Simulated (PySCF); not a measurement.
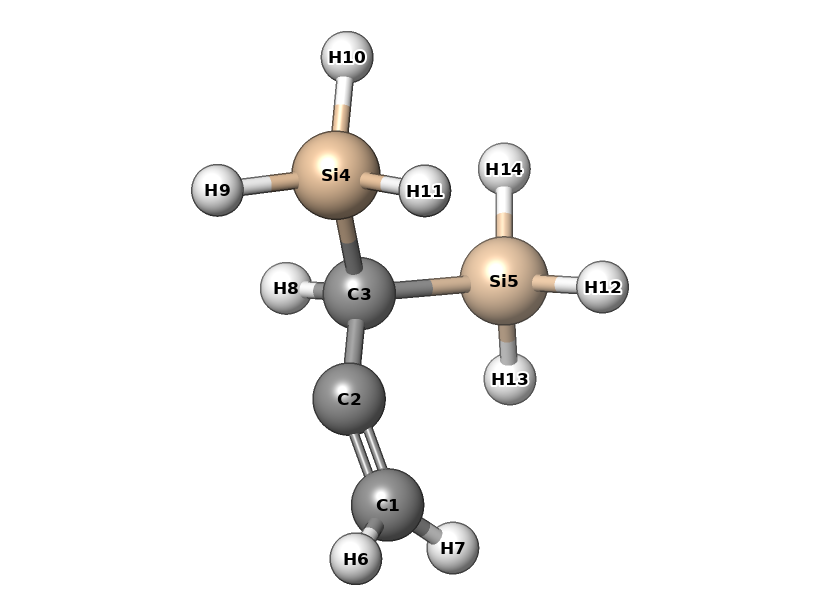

State: neutral, doublet. Computed geometry: GFN2-xTB optimisation. No frequency run is at hand to confirm it as a minimum. Properties computed with UKS B3LYP, pcH-1 on C H Si, non-relativistic (PySCF 2.14.0).

Give the isotropic hyperfine couplings (Fermi-contact term alone) of C1, C2, C3, Si4, Si5, H6, H7, H8, H9, H10, H11, H12, H13, H14.

```json
{"atom": "C1", "isotope": "13C", "a_iso (MHz)": "0.9"}
{"atom": "C2", "isotope": "13C", "a_iso (MHz)": "231.1"}
{"atom": "C3", "isotope": "13C", "a_iso (MHz)": "18.8"}
{"atom": "Si4", "isotope": "29Si", "a_iso (MHz)": "−78.4"}
{"atom": "Si5", "isotope": "29Si", "a_iso (MHz)": "−95.6"}
{"atom": "H6", "isotope": "1H", "a_iso (MHz)": "107.9"}
{"atom": "H7", "isotope": "1H", "a_iso (MHz)": "170.6"}
{"atom": "H8", "isotope": "1H", "a_iso (MHz)": "7.3"}
{"atom": "H9", "isotope": "1H", "a_iso (MHz)": "−2.1"}
{"atom": "H10", "isotope": "1H", "a_iso (MHz)": "25.4"}
{"atom": "H11", "isotope": "1H", "a_iso (MHz)": "−0.4"}
{"atom": "H12", "isotope": "1H", "a_iso (MHz)": "−3.6"}
{"atom": "H13", "isotope": "1H", "a_iso (MHz)": "0.9"}
{"atom": "H14", "isotope": "1H", "a_iso (MHz)": "15.7"}
```

The geometry is semi-empirical. Around Si such bond lengths and angles can be off by a tenth of an ångström or more and by several degrees, and values that hang on the shape move with them.
